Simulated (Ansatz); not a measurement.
System: CH₆SSi (SMILES CS[SiH3]).

```xyz
9

C    -0.8861    0.1358   -0.0073
S     0.5791   -0.0953    1.1121
Si    0.9691   -2.1951    0.7549
H    -1.7317   -0.5082    0.3016
H    -0.6211   -0.0709   -1.0619
H    -1.1878    1.1952    0.0868
H     1.2810   -2.4629   -0.6908
H     2.1513   -2.5421    1.6056
H    -0.2064   -3.0503    1.1368
```

Geometry: BLYP-D3(BJ)/def2-SVP.

All numbers below come from isolated molecule in a Gaussian basis; Kohn-Sham density functional theory, functional PBE0 in Ansatz 0.2.0.

Q: What can the converged electron density and electron localisation function tell about the bonding?

A: C–S (1.86 Å): ρ is about 1.1 e/Å³ halfway; the ELF peaks at about 0.90 between the atoms: a shared electron pair.
Si–S (2.17 Å): the density is about 0.81 e/Å³ at the midpoint; the ELF peaks at about 0.90 between the atoms (a shared electron pair).
C–H (1.11 Å): ρ is about 2 e/Å³ halfway; the ELF climbs to about 1 towards the hydrogen, as it does in any bond to H: an ordinary covalent bond to hydrogen.
Si–H (1.50 Å): ρ at the midpoint is about 0.79 e/Å³; the ELF climbs to about 1 towards the hydrogen.

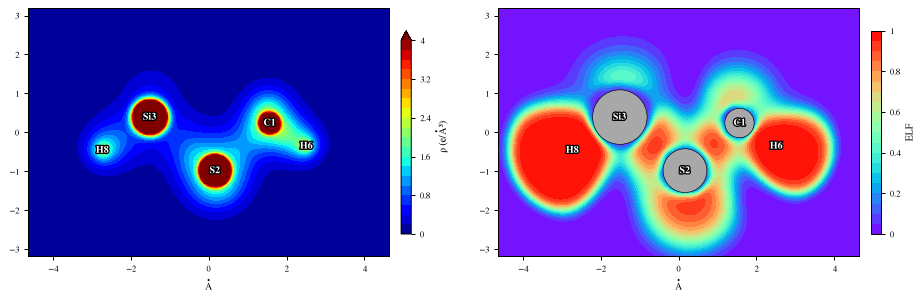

Computed electron density and electron localisation function on the plane of atoms C1, S2 and Si3, in this order. Grey discs cover the atomic cores in the ELF map. 
